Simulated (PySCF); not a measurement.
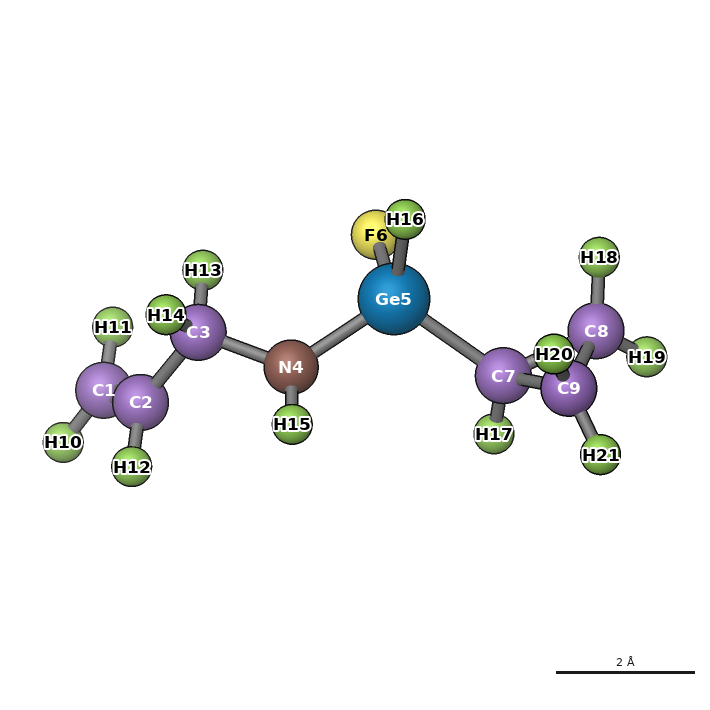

The atoms are numbered. The computed structure is the end point of a GFN2-xTB optimisation. No frequency run is at hand to confirm it as a minimum.

Which atoms are bonded, and how long are the bonds? Leave out bonds to hydrogen.

```
  bond  length (Å)
 C1–C2       1.319
 C2–C3       1.499
 C3–N4       1.459
N4–Ge5       1.800
Ge5–F6       1.761
Ge5–C7       1.959
 C7–C8       1.502
 C7–C9       1.502
 C8–C9       1.489
```
